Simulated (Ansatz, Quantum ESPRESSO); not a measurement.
# 1T-PtS2, layer by layer, part 6 of 8

What does each added layer of 1T-PtS2 bring in screening, and what does it do to the gap?

Quantum ESPRESSO 7.5; plane-wave DFT, PBE, GBRV ultrasoft pseudopotentials; geometry by Ansatz 0.2.0 with PAW datasets.

So far. Step 13 (Potential by pp.x, 2 layers): The slope in the vacuum is 0.100 eV/Å for an applied 0.10 V/Å, as it should be. Step 14 (Bands along a path, 2 layers: no field): Along this path the valence top lies between Γ and M and the conduction bottom between Γ and M.

## Step 16: Geometry from Ansatz, 3 layers

Level of this step: plane-wave DFT, PBE-D3(BJ), Ansatz PAW (Ansatz 0.2.0).

System of this step: 1T-PtS2, 3 layers, AA stacking. The cell holds 9 atoms: 6 S and 3 Pt. Its edges and angles: a = 3.570 Å, b = 3.570 Å, c = 29.642 Å, α = 90.0°, β = 90.0°, γ = 120.0°. It derives from PtS2. Vacuum lies along c.

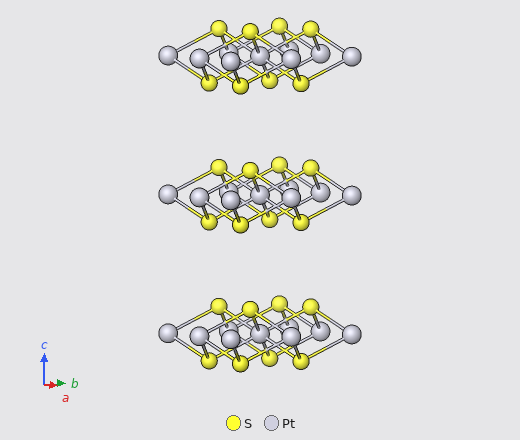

The cell of this step (sulfur yellow, platinum light grey). 2×2×1 cells are drawn. Some periodic images of atoms are drawn too.

input.yaml reads:

```yaml
crystal:
  lattice:
    - [3.57, 0.0, 0.0]
    - [-1.785, 3.0917106915, 0.0]
    - [0.0, 0.0, 29.6422591801]
  atoms:
    - { symbol: S, position: [0.6666666667, 0.3333333333, 0.2867527724] }
    - { symbol: Pt, position: [0.0, 0.0, 0.3207259993] }
    - { symbol: S, position: [0.3333333333, 0.6666666667, 0.3546992262] }
    - { symbol: S, position: [0.6666666667, 0.3333333333, 0.4660267731] }
    - { symbol: Pt, position: [0.0, 0.0, 0.5] }
    - { symbol: S, position: [0.3333333333, 0.6666666667, 0.5339732269] }
    - { symbol: S, position: [0.6666666667, 0.3333333333, 0.6453007738] }
    - { symbol: Pt, position: [0.0, 0.0, 0.6792740007] }
    - { symbol: S, position: [0.3333333333, 0.6666666667, 0.7132472276] }
kpoints:
  mp_grid: { grid: [12, 12, 1] }
hamiltonian:
  xc: pbe
  dispersion: d3bj
scf:
  occupations: { method: fermi_dirac, width: 0.05 }
  convergence: { dr2_threshold: 1.0e-08 }
efield:
  axis: 3
  dipole_correction: true
  ramp_position: 0.97
  ramp_width: 0.04
relax:
  f_tol: 0.01
  cell: { fix: [c, alpha, beta] }
output:
  write_potential: true
  write_density: true
  volumetric_format: npy
```

Launch:

```sh
ansatz run input.yaml --threads 4 --pin off --max-ram 8192MiB --backend cpu --events-out ev --progress --plain --runs-dir out
```

Numbers of over 12 decimals in the logs are rounded to 6 here.

Output:

```text
[...]
Crystal: 9 atoms, lattice volume = 327.174 Å³
Basis set: ecut = 420 eV, 6285 PW (Γ), exchange–correlation on 48×48×400 points (8 copies of the dense FFT grid, shifted against one another)
Bands: 54, of which v1, the nominal top of the filled ones, is band 45 counted from 1 (44 counted from 0)
Symmetry: 6 space group operations
k-points: 19 of 144 (time reversal used)
[...]
SCF iter   1: F=—  HF=-42985.888639 eV  |F-HF|=—  |Δ(HF+E_count)|=         —  Δρ=3.19e-3  dr2=6.60e-2  ethr=1.77e-3  p=-0.000 e·Å  D=-6.59e-5 V/Å  ΔV_dip=0.00 eV  dr2_dipole=4.88e-9  V_vac-E_F(+/−)=5.35/5.35 eV  ⟨swp⟩=9.8  Hψ=5117  notcnv=0
[...]
SCF iter  10: F=-42985.871392 eV  HF=-42985.871392 eV  |F-HF|=6.40e-10  |Δ(HF+E_count)|=   4.26e-9  Δρ=4.24e-7  dr2=7.12e-10  ethr=1.11e-11  p=-0.000 e·Å  D=-4.47e-7 V/Å  ΔV_dip=0.00 eV  dr2_dipole=2.73e-11  V_vac-E_F(+/−)=5.12/5.12 eV  ⟨swp⟩=9.3  Hψ=7197  notcnv=0
SCF 1 converged in 10 iterations: F = -42985.871392 eV  dr2 = 7.12e-10
[...]
relax step   1: F+E_penalty+E_count = -42985.87139165 eV  Δ(F+E_penalty+E_count) = +0.000e0 eV  max|allowed force component| = 3.133e0 eV/Å  Δτ_max = 0.0000 Å  P = +9.229 GPa  Ω = 327.174 Å³  fix = [c, alpha, beta]  reactions: c +8.170 GPa  (10 SCF iters, accepted)
Crystal: 9 atoms, lattice volume = 330.184 Å³
Basis set: ecut = 420 eV, 6321 PW (Γ), exchange–correlation on 48×48×400 points (8 copies of the dense FFT grid, shifted against one another)
[...]
SCF iter  10: F=-42987.799557 eV  HF=-42987.799557 eV  |F-HF|=1.59e-9  |Δ(HF+E_count)|=   7.12e-9  Δρ=8.88e-7  dr2=6.28e-9  ethr=7.37e-12  p=0.000 e·Å  D=1.73e-6 V/Å  ΔV_dip=-0.00 eV  dr2_dipole=6.98e-10  V_vac-E_F(+/−)=5.28/5.28 eV  ⟨swp⟩=7.9  Hψ=7418  notcnv=0
SCF 2 converged in 10 iterations: F = -42987.799557 eV  dr2 = 6.28e-9
[...]
relax step   2: F+E_penalty+E_count = -42987.79955749 eV  Δ(F+E_penalty+E_count) = -1.928e0 eV  max|allowed force component| = 4.607e-1 eV/Å  Δτ_max = 0.1940 Å  P = +0.125 GPa  Ω = 330.184 Å³  energy of the carried Pulay correction = -3.426e-4 eV  fix = [c, alpha, beta]  reactions: c +0.689 GPa  (10 SCF iters, accepted)
Crystal: 9 atoms, lattice volume = 320.694 Å³
Basis set: ecut = 420 eV, 6225 PW (Γ), exchange–correlation on 48×48×400 points (8 copies of the dense FFT grid, shifted against one another)
[...]
SCF iter  10: F=-42987.906540 eV  HF=-42987.906540 eV  |F-HF|=3.43e-9  |Δ(HF+E_count)|=   3.91e-8  Δρ=7.63e-7  dr2=6.37e-9  ethr=1.11e-11  p=0.000 e·Å  D=1.91e-6 V/Å  ΔV_dip=-0.00 eV  dr2_dipole=1.24e-9  V_vac-E_F(+/−)=5.23/5.23 eV  ⟨swp⟩=9.4  Hψ=7130  notcnv=0
SCF 3 converged in 10 iterations: F = -42987.906540 eV  dr2 = 6.37e-9
[...]
relax step   3: F+E_penalty+E_count = -42987.90654008 eV  Δ(F+E_penalty+E_count) = -1.070e-1 eV  max|allowed force component| = 1.266e-1 eV/Å  Δτ_max = 0.1920 Å  P = +0.014 GPa  Ω = 320.694 Å³  energy of the carried Pulay correction = +7.484e-4 eV  fix = [c, alpha, beta]  reactions: c -0.689 GPa  (10 SCF iters, accepted)
[...]
relax step   4: F+E_penalty+E_count = -42987.94621339 eV  Δ(F+E_penalty+E_count) = -3.967e-2 eV  max|allowed force component| = 1.089e-1 eV/Å  Δτ_max = 0.1948 Å  P = +0.011 GPa  Ω = 323.131 Å³  energy of the carried Pulay correction = +4.652e-4 eV  fix = [c, alpha, beta]  reactions: c -0.425 GPa  (11 SCF iters, accepted)
[...]
relax step   5: F+E_penalty+E_count = -42987.96883721 eV  Δ(F+E_penalty+E_count) = -2.262e-2 eV  max|allowed force component| = 3.449e-2 eV/Å  Δτ_max = 0.1904 Å  P = -0.023 GPa  Ω = 325.755 Å³  energy of the carried Pulay correction = +1.625e-4 eV  fix = [c, alpha, beta]  reactions: c -0.155 GPa  (12 SCF iters, accepted)
[...]
relax step   6: F+E_penalty+E_count = -42987.97048175 eV  Δ(F+E_penalty+E_count) = -1.645e-3 eV  max|allowed force component| = 1.520e-2 eV/Å  Δτ_max = 0.1065 Å  P = +0.021 GPa  Ω = 326.904 Å³  energy of the carried Pulay correction = +3.085e-5 eV  fix = [c, alpha, beta]  reactions: c +0.044 GPa  (11 SCF iters, accepted)
[...]
relax step   7: F+E_penalty+E_count = -42987.97102395 eV  Δ(F+E_penalty+E_count) = -5.422e-4 eV  max|allowed force component| = 4.105e-3 eV/Å  Δτ_max = 0.0362 Å  P = -0.010 GPa  Ω = 326.801 Å³  energy of the carried Pulay correction = +4.264e-5 eV  fix = [c, alpha, beta]  reactions: c -0.005 GPa  (10 SCF iters, accepted)
[...]
SCF iter   3: F=-42987.970989 eV  HF=-42987.970989 eV  |F-HF|=1.24e-10  |Δ(HF+E_count)|=  3.49e-10  Δρ=8.74e-7  dr2=9.88e-10  ethr=5.15e-12  p=0.000 e·Å  D=2.18e-7 V/Å  ΔV_dip=-0.00 eV  dr2_dipole=8.56e-12  V_vac-E_F(+/−)=5.12/5.12 eV  ⟨swp⟩=7.0  Hψ=6375  notcnv=0
SCF 8 converged in 3 iterations: F = -42987.970989 eV  dr2 = 9.88e-10
relax step   8: F+E_penalty+E_count = -42987.97098920 eV  Δ(F+E_penalty+E_count) = +3.476e-5 eV  max|allowed force component| = 4.110e-3 eV/Å  Δτ_max = 0.0000 Å  P = -0.012 GPa  Ω = 326.801 Å³  fix = [c, alpha, beta]  reactions: c -0.009 GPa  stress off target by 1.43e-2 GPa on what of the cell is left free  SCF on the basis re-selected at this cell (its energy is not comparable with the rows above)  (3 SCF iters)
[...]
SCF converged after 3 iterations
Free energy (F): -42987.970989 eV
[...]
Internal energy: -42987.970748 eV  (E = F + TS)
E sigma→0 (E₀):  -42987.970869 eV
Entropy (-TS):   -0.000241 eV (-0.027 meV/atom)
Fermi energy:    3.191005 eV
Dipole field:    D = -0.000003 V/Å  (p = -0.000005 e·Å, saw-weighted, corrected)
Work function:   Φ+ = 5.1221 eV   Φ− = 5.1220 eV
[...]
--- Forces (eV/Å), atoms counted from 1 ---
  atom   1  S      0.00000000     0.00000000    -0.00118753
  atom   2  Pt    -0.00000000    -0.00000000    -0.00017135
  atom   3  S     -0.00000000    -0.00000000     0.00410957
  atom   4  S      0.00000000     0.00000000    -0.00349057
  atom   5  Pt    -0.00000000    -0.00000000     0.00000905
  atom   6  S     -0.00000000    -0.00000000     0.00344414
  atom   7  S      0.00000000     0.00000000    -0.00406921
  atom   8  Pt     0.00000000     0.00000000     0.00016253
  atom   9  S     -0.00000000    -0.00000000     0.00119283
  max |Σ_I F_I| component: 5.36e-7 eV/Å
--- Stress (GPa, compression-positive) ---
       -0.014320       0.000000       0.000000
        0.000000      -0.014320      -0.000000
        0.000000      -0.000000      -0.008580
  P = ⅓ Tr σ = -0.0124 GPa (-0.124 kbar)
--- Band table (eV; the first three rows and the last of 19) ---
  k-point 0: bands = [... 41 lower, 1.6719, 1.6719, 2.1145, 2.8528, 4.6784, 4.6784, 5.0774, 5.0774, ... 5 higher]
  k-point 1: bands = [... 41 lower, 1.7171, 1.7421, 2.5417, 2.8962, 4.3753, 4.5371, 4.6717, 4.9682, ... 5 higher]
  k-point 2: bands = [... 41 lower, 1.7572, 1.7697, 2.3832, 2.8041, 4.0431, 4.1644, 4.2894, 4.3650, ... 5 higher]
  k-point 18: bands = [... 41 lower, 1.0968, 1.0968, 1.3416, 1.3416, 3.6175, 3.6175, 4.2273, 4.2273, ... 5 higher]
--- Relaxed structure (7 steps of the walk, 7 accepted, 1 SCFs on fresh bases) ---
[...]
cell:  # Å, volume = 326.8010 Å³
    - [3.567966, 0.0, 0]
    - [-1.783983, 3.089949, 0]
    - [0, 0, 29.6422591801]
  atoms:
    - { symbol: S, position: [0.666667, 0.333333, 0.298969] }
    - { symbol: Pt, position: [0, 0, 0.340712] }
    - { symbol: S, position: [0.333333, 0.666667, 0.381365] }
    - { symbol: S, position: [0.666667, 0.333333, 0.459020] }
    - { symbol: Pt, position: [0, 0, 0.500001] }
    - { symbol: S, position: [0.333333, 0.666667, 0.540981] }
    - { symbol: S, position: [0.666667, 0.333333, 0.618635] }
    - { symbol: Pt, position: [0, 0, 0.659288] }
    - { symbol: S, position: [0.333333, 0.666667, 0.701030] }
```

Elapsed: 31 s, on 4 threads of Intel Xeon 6975P-C (Granite Rapids), shared host; peak memory 0.98 GiB.

Step by step:

```csv
step,energy less that of the first step (eV),largest force component (eV/Å),pressure (GPa),volume (Å³)
1,0.0000,3.1332,9.23,327.17
2,-1.9282,0.4607,0.13,330.18
3,-2.0351,0.1266,0.01,320.69
4,-2.0748,0.1089,0.01,323.13
5,-2.0974,0.0345,-0.02,325.76
6,-2.0991,0.0152,0.02,326.90
7,-2.0996,0.0041,-0.01,326.80
8*,-2.0996,0.0041,-0.01,326.80
```

Relaxation steps marked * repeat the geometry before them on a plane-wave basis chosen anew for their cell, so energy and pressure can jump there.

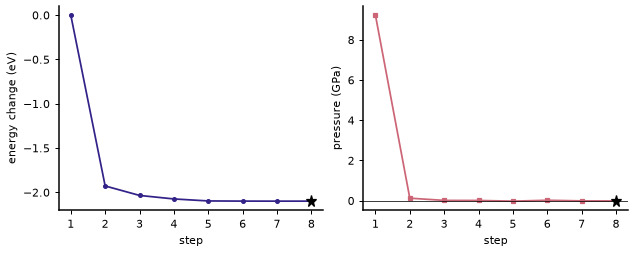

Energy and pressure along the relaxation. Stars mark steps on a basis chosen anew.

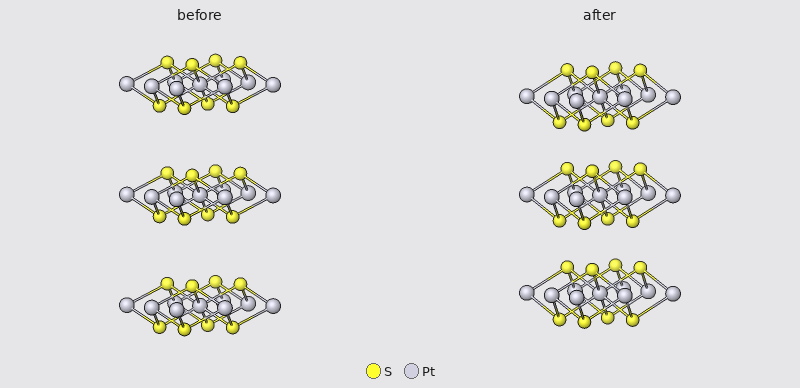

Before and after, at one scale.

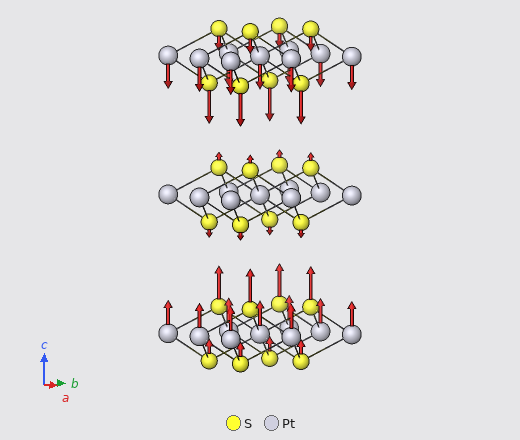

Displacements in the relaxation, exaggerated, measured against the changing cell; the longest in the cell stands for 0.79 Å. 2×2×1 cells are drawn. Some periodic images of atoms are drawn too.

| cell as run | before | after | change |
| --- | --- | --- | --- |
| a (Å) | 3.570 | 3.568 | -0.1 % |
| b (Å) | 3.570 | 3.568 | -0.1 % |

The atoms that moved most (Å, along periodic axes as changes of fractional coordinates times the final cell, across vacuum about the mean position):

| atom | dx | dy | dz | length |
| --- | --- | --- | --- | --- |
| S7 | 0.000 | 0.000 | -0.790 | 0.790 |
| S3 | 0.000 | 0.000 | 0.790 | 0.790 |
| Pt8 | 0.000 | 0.000 | -0.592 | 0.592 |
| Pt2 | 0.000 | 0.000 | 0.592 | 0.592 |
| S9 | 0.000 | 0.000 | -0.362 | 0.362 |
| S1 | 0.000 | 0.000 | 0.362 | 0.362 |
| S6 | 0.000 | 0.000 | 0.208 | 0.208 |
| S4 | 0.000 | 0.000 | -0.208 | 0.208 |

This step gave:

- free energy: -42987.9710 eV
- energy at zero smearing: -42987.9709 eV
- Fermi energy: 3.191 eV
- gap by band count: 0.6349 eV
- dipole along the normal: -5.17e-6 e·Å
- vacuum level at the upper face over a Fermi level inside the gap: 5.122 eV
- vacuum level at the lower face over a Fermi level inside the gap: 5.122 eV

## Step 17: Ground state, 3 layers: no field

Level of this step: plane-wave DFT, PBE, GBRV ultrasoft pseudopotentials (Quantum ESPRESSO 7.5).

n3.f0.in reads:

```
&control
  prefix = 'n3.f0'
  outdir = './out'
  pseudo_dir = './pseudo'
  calculation = 'scf'
  tprnfor = .true.
  tefield = .true.
  dipfield = .true.
/
&system
  ibrav = 0
  nat = 9
  ntyp = 2
  ecutwfc = 40
  ecutrho = 200
  occupations = 'smearing'
  smearing = 'fd'
  degauss = 0.004
  edir = 3
  emaxpos = 0.97
  eopreg = 0.04
  eamp = 0.0
  nbnd = 46
/
&electrons
  conv_thr = 1e-09
  mixing_beta = 0.4
  electron_maxstep = 120
  mixing_mode = 'plain'
/
ATOMIC_SPECIES
  S   32.0600  s_pbe_v1.4.uspp.F.UPF
  Pt  195.0840  pt_pbe_v1.4.uspp.F.UPF
CELL_PARAMETERS angstrom
  3.56796606806129 0.00000000000000 -0.00000000000000
  -1.78398303403065 3.08994925478196 0.00000000000000
  -0.00000000000000 0.00000000000000 29.64225918010000
ATOMIC_POSITIONS crystal
  S   0.666666666667 0.333333333333 0.298968947047
  Pt  -0.000000000000 -0.000000000000 0.340711738871
  S   0.333333333333 0.666666666667 0.381364556479
  S   0.666666666667 0.333333333333 0.459020298276
  Pt  -0.000000000000 -0.000000000000 0.500000707189
  S   0.333333333333 0.666666666667 0.540981132437
  S   0.666666666667 0.333333333333 0.618634723183
  Pt  0.000000000000 0.000000000000 0.659287551902
  S   0.333333333333 0.666666666667 0.701030344616
K_POINTS automatic
  12 12 1 0 0 0
```

Launch:

```sh
OMP_NUM_THREADS=1 mpirun -n 4 pw.x -nk 4 -in n3.f0.in > n3.f0.out
```

Output:

```text
[banner, memory and clock lines left out]
Program PWSCF v.7.5 starts
[...]
number of electrons       =        84.00
     number of Kohn-Sham states=           46
     kinetic-energy cutoff     =      40.0000  Ry
     charge density cutoff     =     200.0000  Ry
[...]
number of k points=    74  Fermi-Dirac smearing, width (Ry)=  0.0040
[...]
Dense  grid:   105289 G-vectors     FFT dimensions: (  32,  32, 256)
[...]
negative rho (up, down):  5.471E-01 0.000E+00
[...]
Starting wfcs are   60 randomized atomic wfcs
[...]
negative rho (up, down):  5.154E-01 0.000E+00
[...]
estimated scf accuracy    <       6.37876624 Ry
[...]
negative rho (up, down):  5.209E-01 0.000E+00
[...]
estimated scf accuracy    <       3.05747476 Ry
[...]
negative rho (up, down):  5.205E-01 0.000E+00
[...]
estimated scf accuracy    <       0.43666916 Ry
[...]
negative rho (up, down):  5.170E-01 0.000E+00
[...]
estimated scf accuracy    <       0.13358617 Ry
[...]
negative rho (up, down):  5.157E-01 0.000E+00
[...]
estimated scf accuracy    <       0.07571882 Ry
[...]
negative rho (up, down):  5.155E-01 0.000E+00
[...]
estimated scf accuracy    <       0.06299774 Ry
[...]
negative rho (up, down):  5.148E-01 0.000E+00
[...]
estimated scf accuracy    <       0.02727591 Ry
[...]
negative rho (up, down):  5.149E-01 0.000E+00
[...]
estimated scf accuracy    <       0.01118513 Ry
[...]
negative rho (up, down):  5.149E-01 0.000E+00
[...]
estimated scf accuracy    <       0.00298562 Ry
[...]
negative rho (up, down):  5.150E-01 0.000E+00
[...]
estimated scf accuracy    <       0.00026837 Ry
[...]
negative rho (up, down):  5.150E-01 0.000E+00
[...]
estimated scf accuracy    <       0.00005446 Ry
[...]
negative rho (up, down):  5.150E-01 0.000E+00
[...]
estimated scf accuracy    <       0.00000616 Ry
[...]
negative rho (up, down):  5.151E-01 0.000E+00
[...]
estimated scf accuracy    <       0.00000192 Ry
[...]
negative rho (up, down):  5.151E-01 0.000E+00
[...]
estimated scf accuracy    <       0.00000231 Ry
[...]
negative rho (up, down):  5.151E-01 0.000E+00
[...]
estimated scf accuracy    <       0.00000014 Ry
[...]
negative rho (up, down):  5.151E-01 0.000E+00
[...]
estimated scf accuracy    <       0.00000020 Ry
[...]
negative rho (up, down):  5.151E-01 0.000E+00
[...]
estimated scf accuracy    <       0.00000015 Ry
[...]
negative rho (up, down):  5.151E-01 0.000E+00
[...]
estimated scf accuracy    <       0.00000002 Ry
[...]
negative rho (up, down):  5.151E-01 0.000E+00
[...]
estimated scf accuracy    <          4.8E-09 Ry
[...]
negative rho (up, down):  5.151E-01 0.000E+00
[...]
Total length         53.7751 bohr
[...]
estimated scf accuracy    <          1.9E-09 Ry
[...]
negative rho (up, down):  5.151E-01 0.000E+00
[...]
Computed dipole along edir(3) :
        Dipole               -0.0000 Ry au,         -0.0000 Debye
        Dipole field         -0.0000 Ry au,
        Potential amp.        0.0000 Ry
        Total length         53.7751 bohr
[...]
the Fermi energy is     3.0750 ev
!    total energy              =    -776.89695678 Ry
     estimated scf accuracy    <          4.3E-10 Ry
     smearing contrib. (-TS)   =      -0.00003279 Ry
     internal energy E=F+TS    =    -776.89692399 Ry
[...]
one-electron contribution =   -6281.01386214 Ry
     hartree contribution      =    3160.73638840 Ry
     xc contribution           =    -221.29348320 Ry
     ewald contribution        =    2564.67403295 Ry
     electric field correction =       0.00000000 Ry
     convergence has been achieved in  21 iterations
     negative rho (up, down):  5.151E-01 0.000E+00
[...]
Total force =     0.009575     Total SCF correction =     0.000126
[...]
```

The job ended after 3.6 min (4 MPI ranks; peak memory 1.2 GiB).

Numbers from this step:

- free energy: -10570.2216 eV
- energy at zero smearing: -10570.2214 eV
- Fermi energy: 3.075 eV
- dipole along the normal: 0 e·Å
- valence top, on the run's zero: 2.785 eV
- conduction bottom, on the run's zero: 3.418 eV
- gap by band count: 0.6329 eV

## Step 18: Electrostatic potential, 3 layers

n3.f0.pot.in reads:

```
&inputpp
  prefix = 'n3.f0'
  outdir = './out'
  filplot = 'n3.f0.pot.dat'
  plot_num = 11
/
```

Launch:

```sh
OMP_NUM_THREADS=1 mpirun -n 4 pp.x -in n3.f0.pot.in > n3.f0.pot.out
```

Elapsed: 1.3 s, on 4 MPI ranks; peak memory 0.13 GiB.

This step gave:

- slope of the potential above: 2.99e-5 eV/Å
- upper vacuum line continued to the top atoms, over the valence top: 5.417 eV
- slope of the potential below: -2.55e-5 eV/Å
- lower vacuum line continued to the bottom atoms, over the valence top: 5.417 eV
- vacuum level at the upper face over the valence top of the mesh: 5.418 eV
- vacuum level at the lower face over the valence top of the mesh: 5.418 eV

[end of part 6 of 8]

[Logs are printed without paths, hosts, clocks, repeated set-up lines and the standing remarks that a program may print on its own settings, such as how far it seeks lower states.]

[Hosts, paths, dates, database ids (printed as entryN), source tags and the programs' standing remarks are cut or masked in the printed files.]

[Maps of the electrostatic potential energy from Ansatz leave out the sawtooth potential of an applied field or a dipole correction, so their vacuum need not be flat; planar profiles and work functions include it.]
